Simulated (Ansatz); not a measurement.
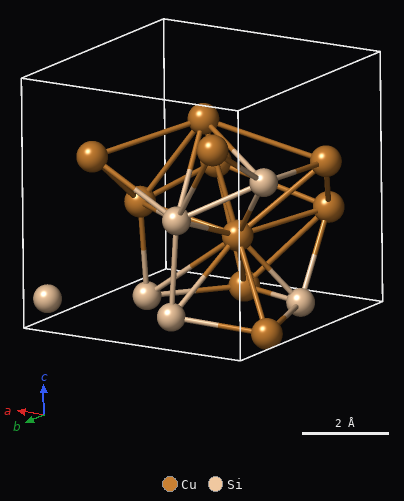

Starting frame of a dynamics run of an amorphous cell of composition Cu5Si3 (16 atoms in the cell). Style: ball-and-stick. Shown: the simulation cell, from a free direction. Bonds to atoms that aren't drawn are left out.

Level of theory: DFT PBE, scalar-relativistic, plane waves, PAW (Ansatz).

Input file:
```yaml
crystal:
  lattice:
    - [6.033308, -0.068701, 0.033986]
    - [-0.068701, 6.311354, -0.070802]
    - [0.033986, -0.070802, 5.992716]
  atoms:
    - { symbol: Cu, position: [0.6536779812, 0.1566073242, 0.5080809236] }
    - { symbol: Cu, position: [0.7830466628, 0.4953061273, 0.4111799339] }
    - { symbol: Cu, position: [0.5560838015, 0.1150793767, 0.0138620316] }
    - { symbol: Cu, position: [0.7699211667, 0.8476880584, 0.6762386836] }
    - { symbol: Cu, position: [0.0802491236, 0.2557179397, 0.6078623878] }
    - { symbol: Cu, position: [0.5104405412, 0.4590184419, 0.7695543367] }
    - { symbol: Cu, position: [0.1346812823, 0.9665251295, 0.8126965204] }
    - { symbol: Cu, position: [0.38358371, 0.4198671867, 0.3099861613] }
    - { symbol: Cu, position: [0.1129958888, 0.6314143991, 0.0019418957] }
    - { symbol: Cu, position: [0.2218232276, 0.0250864685, 0.3518772018] }
    - { symbol: Si, position: [0.1049629723, 0.6554034829, 0.613774518] }
    - { symbol: Si, position: [0.4674569727, 0.7629109628, 0.0538495043] }
    - { symbol: Si, position: [0.8069237923, 0.4170946704, 0.013094575] }
    - { symbol: Si, position: [0.2028108868, 0.2568915311, 0.0272681542] }
    - { symbol: Si, position: [0.4335170961, 0.7716824658, 0.4455514897] }
    - { symbol: Si, position: [0.8924324208, 0.9846454011, 0.1247336576] }
  symmetry: { detect: false }
basis:
  ecutwfc: 420
  xc_grid: 1
kpoints:
  mp_grid: { grid: [1, 1, 1], shift: [0.25, 0.25, 0.25] }
hamiltonian:
  xc: pbe
scf:
  occupations: { method: fermi_dirac, width: 0.1853 }
  lower_state_search: "off"
  convergence: { dr2_threshold: 1.0e-05 }
output:
  forces: true
  stress: true
md:
  timestep: 3.0
  n_steps: 188
  ensemble: nvt_langevin
  friction: 0.03
  temperature: 2150.0
  initial_velocities: maxwell_boltzmann
  seed: 56420
```

Launched with:
```bash
ansatz run input.yaml --threads 2 --pin off --max-ram 5120MiB --backend cpu --events-out ev --progress --plain --runs-dir out
```

> What does the trajectory do?

The mean temperature in the second half is 2103 K (standard deviation 410 K). The potential energy in the second half lies on average 59.2 meV per atom above the first frame. The mean pressure there is 6.8 GPa. Root-mean-square distances from the starting positions over the second half, with the common drift of all atoms taken out: Si 0.96 Å, Cu 0.79 Å. That is a large part of the typical shortest distance between atoms in the first frame, about 2.3 Å and still growing: the atoms leave their places as in a liquid. Bond changes: 3 Si–Si bonds form between 69 fs and 216 fs; one Si–Si contact opens and closes in turn; 2 Si–Si bonds break between 276 fs and 495 fs.

Along the run (each row but the first and the last is the mean over the interval that it begins):

```tsv
time (fs)	potential energy (meV/atom)	T (K)	p (GPa)
0.0	0.0	2016	4.5
93.0	50.8	2145	6.0
186.0	126.3	2435	10.2
279.0	22.4	2458	4.7
372.0	97.0	2129	8.8
465.0	63.3	1786	6.9
558.0	19.3	1400	6.5
```

The paths of the atoms:

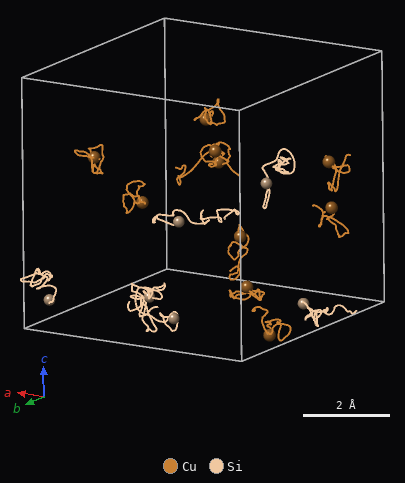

Limits of the set-up: the periodic images lie only 6.0 Å apart, so the values are limited by the cell's size.
